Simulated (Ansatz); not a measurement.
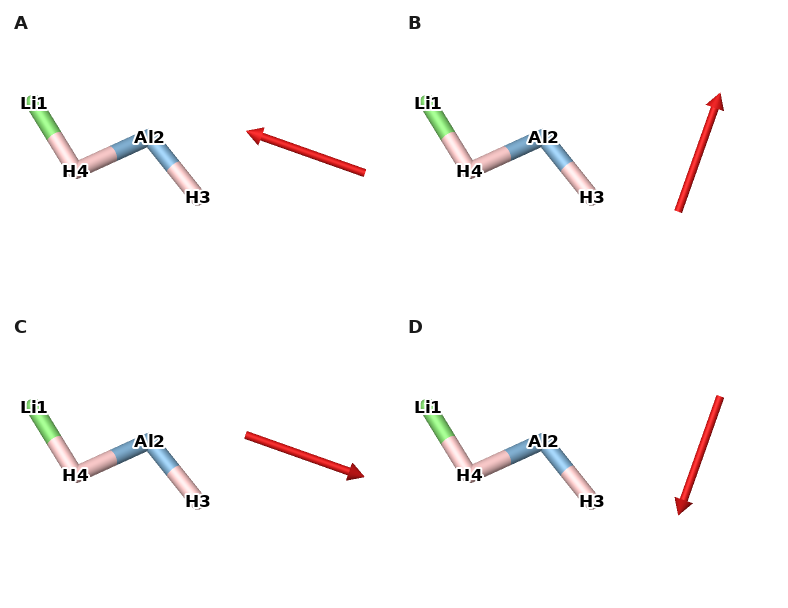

The same molecule four times, each with an arrow. The computed structure is the end point of a PBE-D4/def2-SVP optimisation. No frequency run is at hand to confirm it as a minimum. Method: RKS PBE-D4/def2-SVP (Ansatz 0.2.0).

Which arrow points along the dipole moment, from the negative to the positive end?

A. The dipole moment is 5.39 D; it points from the side of H3 to the side of Li1 (the outermost atoms at the two ends).
